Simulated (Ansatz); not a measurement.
# Mending a geometry relaxation on GePH$_{3}$Cl$_{3}$F

System: GePH$_{3}$Cl$_{3}$F.
Method of run 1: RKS PBE0-D4/def2-SVP (Ansatz 0.2.0).

The run did not end well. The input holds or restrains some coordinates. Text and figures count atoms from 1; the logs count them from 0 in places.

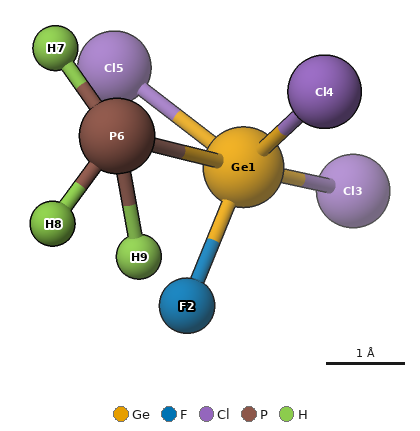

The input geometry (ball-and-stick view, seen at a tilt; atoms are numbered from 1 in the order of the input). Sticks mark near contacts. Bond lengths as drawn: Cl–Ge 2.22 Å, F–Ge 2.03 Å, Ge–P 2.57 Å and H–P 1.42 to 1.68 Å.

Input file, run 1:
```yaml
crystal:
  periodic: [false, false, false]
  atoms:
    - { symbol: Ge, position_ang: [0.0, 0.0, 0.0] }
    - { symbol: F, position_ang: [0.0, 0.0, 2.03] }
    - { symbol: Cl, position_ang: [2.0935, 0.0, -0.7393] }
    - { symbol: Cl, position_ang: [-1.0456, 1.8115, -0.7393] }
    - { symbol: Cl, position_ang: [-1.0456, -1.8115, -0.7393] }
    - { symbol: P, position_ang: [-2.4389, 0.0, 0.8104] }
    - { symbol: H, position_ang: [-3.2053, -0.8853, 0.0071] }
    - { symbol: H, position_ang: [-2.4887, -0.4268, 2.1638] }
    - { symbol: H, position_ang: [-1.1956, 0.0, 1.9332] }
basis:
  gaussian: { orbitals: def2-SVP }
hamiltonian:
  xc: pbe0
  dispersion: d4
relax:
  f_tol: 0.15
  max_steps: 25
  restrain:
    - { distance: [0, 5], at: 2.27, k: 30.0 }
    - { distance: [8, 1], at: 0.92, k: 30.0 }
    - { distance: [0, 1], at: 2.88, k: 30.0 }
    - { distance: [8, 5], at: 2.62, k: 30.0 }
```

Launched with:
```bash
ansatz run input.yaml --threads 4 --pin off --max-ram 5120MiB --backend cpu --events-out ev --progress --plain --runs-dir out
```

Hardware: 4 threads of Arm Neoverse V1, 24 GiB of memory available, shared host.

Output, shortened to warnings, some set-up lines, iterations and results (run 1):
```
Error: geometry relaxation did not converge after 25 steps: max|allowed force component| = 4.44e-1 eV/Å without the restraints, 1.94e-1 eV/Å with the forces of `relax.restrain` added, the figure compared with `relax.f_tol` (threshold 1.5e-1). Raise `relax.max_steps` over both its present limit and 25, loosen `relax.f_tol`, or start from a geometry closer to equilibrium; or lower a very stiff …
[...]
mean field evaluation 1: about -106087.2785 eV, gradient 3.5e1 eV
mean field evaluation 2: about -106077.4095 eV, gradient 6.8e1 eV
mean field evaluation 4: about -106089.9514 eV, gradient 3.6e0 eV
mean field evaluation 8: about -106090.0039 eV, gradient 4.3e-1 eV
mean field evaluation 16: about -106090.0045 eV, gradient 1.4e-4 eV
[... 22 lines ...]
relax step  21: F+E_penalty+E_count = -106095.29172606 eV  Δ(F+E_penalty+E_count) = -3.053e-2 eV  max|allowed force component| = 5.606e-1 eV/Å  E_restraint = 0.00676703 eV  …
relax step  22: F+E_penalty+E_count = -106095.33296354 eV  Δ(F+E_penalty+E_count) = -4.124e-2 eV  max|allowed force component| = 4.546e-1 eV/Å  E_restraint = 0.00439184 eV  …
relax step  23: F+E_penalty+E_count = -106095.36591613 eV  Δ(F+E_penalty+E_count) = -3.295e-2 eV  max|allowed force component| = 4.394e-1 eV/Å  E_restraint = 0.00350907 eV  …
relax step  24: F+E_penalty+E_count = -106095.37550997 eV  Δ(F+E_penalty+E_count) = -9.594e-3 eV  max|allowed force component| = 4.708e-1 eV/Å  E_restraint = 0.00324823 eV  …
relax step  25: F+E_penalty+E_count = -106095.37833756 eV  Δ(F+E_penalty+E_count) = -2.828e-3 eV  max|allowed force component| = 4.435e-1 eV/Å  E_restraint = 0.00308978 eV  …
  distance Ge 0 - P 5 = 2.2828 Å
  distance H 8 - F 1 = 0.9233 Å
  distance Ge 0 - F 1 = 2.8851 Å
  distance H 8 - P 5 = 2.6223 Å
[...]
```

**Diagnose this run and give a change of the input that cures it.**

The run did not converge: “geometry relaxation did not converge after 25 steps: max|allowed force component| = 4.44e-1 eV/Å without the restraints, 1.94e-1 eV/Å with the forces of `relax.restrain` added, the figure compared with `relax.f_tol` (threshold 1.5e-1). Raise `relax.max_steps` over both its present limit and 25, loosen `relax.f_tol`, or start from a geometry closer to equilibrium …” Its last values are not results.

A run of the same system that converges differs from this input as follows (lines with − go, lines with + come):
```diff
-    - { distance: [0, 5], at: 2.27, k: 30.0 }
-    - { distance: [8, 1], at: 0.92, k: 30.0 }
-    - { distance: [0, 1], at: 2.88, k: 30.0 }
-    - { distance: [8, 5], at: 2.62, k: 30.0 }
+    - { distance: [0, 5], at: 3.47, k: 30.0 }
+    - { distance: [8, 1], at: 2.12, k: 30.0 }
+    - { distance: [0, 1], at: 1.68, k: 30.0 }
+    - { distance: [8, 5], at: 1.42, k: 30.0 }
+output:
+  orbitals: {}
```

Output, shortened to warnings, some set-up lines, iterations and results (run 2):
```
[...]
mean field evaluation 1: about -106087.2785 eV, gradient 3.5e1 eV
mean field evaluation 2: about -106077.4095 eV, gradient 6.8e1 eV
mean field evaluation 4: about -106089.9514 eV, gradient 3.6e0 eV
mean field evaluation 8: about -106090.0039 eV, gradient 4.3e-1 eV
mean field evaluation 16: about -106090.0045 eV, gradient 1.4e-4 eV
[... 10 lines ...]
relax step   9: F+E_penalty+E_count = -106095.31183089 eV  Δ(F+E_penalty+E_count) = -3.644e-2 eV  max|allowed force component| = 1.009e0 eV/Å  E_restraint = 0.01612645 eV  …
relax step  10: F+E_penalty+E_count = -106095.31932687 eV  Δ(F+E_penalty+E_count) = -7.496e-3 eV  max|allowed force component| = 9.010e-1 eV/Å  E_restraint = 0.01373590 eV  …
relax step  11: F+E_penalty+E_count = -106095.32519245 eV  Δ(F+E_penalty+E_count) = -5.866e-3 eV  max|allowed force component| = 8.139e-1 eV/Å  E_restraint = 0.02685913 eV  …
mean field evaluation 96: about -106095.0113 eV, gradient 1.2e-4 eV
relax step  12: F+E_penalty+E_count = -106095.32492796 eV  Δ(F+E_penalty+E_count) = -5.601e-3 eV  max|allowed force component| = 8.965e-1 eV/Å  E_restraint = 0.01580325 eV  …
  distance Ge 0 - P 5 = 3.4937 Å
  distance H 8 - F 1 = 2.1216 Å
  distance Ge 0 - F 1 = 1.7021 Å
  distance H 8 - P 5 = 1.4201 Å
1326 factors; integrals over basis functions are off by at most 7.3e-4 eV
mean field -106095.01129149 eV, -3898.9197511806 hartree, gradient 1.2e-5 eV, S^2 0.000000; 1 other end points of the search recorded, 0 dependent functions left out
the calculation of the forces begins
reference -106095.01131609 eV, -3898.9197520847 hartree; 55, 55 occupied and 78, 78 virtual orbitals, 1326 factors
Total energy: -106095.32495256 eV, -3898.9312780126 hartree
Atom 0 at     0.282836    -0.006334    -0.149599 Å, force     0.544669    -0.054742    -0.896489 eV/Å
Atom 1 at     0.473226     0.023045     1.541543 Å, force     0.188413     0.038909     0.557034 eV/Å
Atom 2 at     2.242126     0.142272    -0.953263 Å, force    -0.002122    -0.006661     0.018496 eV/Å
Atom 3 at    -0.839435     1.649490    -0.829630 Å, force    -0.009488     0.007856     0.009586 eV/Å
Atom 4 at    -0.546948    -1.865511    -0.730942 Å, force     0.001214    -0.021589    -0.012224 eV/Å
Atom 5 at    -2.848313     0.251650     1.378656 Å, force    -0.686249     0.062653     0.286224 eV/Å
Atom 6 at    -2.888177    -0.702769     0.319624 Å, force     0.007361     0.003370     0.021035 eV/Å
Atom 7 at    -3.595030    -0.595608     2.258818 Å, force     0.013907     0.022299    -0.024439 eV/Å
Atom 8 at    -1.606485    -0.208335     1.891394 Å, force    -0.057704    -0.052096     0.040777 eV/Å
Dipole moment:    -0.001926    -0.152732    -0.136314 e Å
```

The two runs side by side:

| quantity | run 1 | run 2 |
| --- | --- | --- |
| outcome | not converged | converged |
| total energy (hartree) | – | −3898.931278 |
| largest force (eV/Å) | – | 1.050 |
| basis functions | – | 133 |
| wall time (shared host) | 82 s | 43 s |
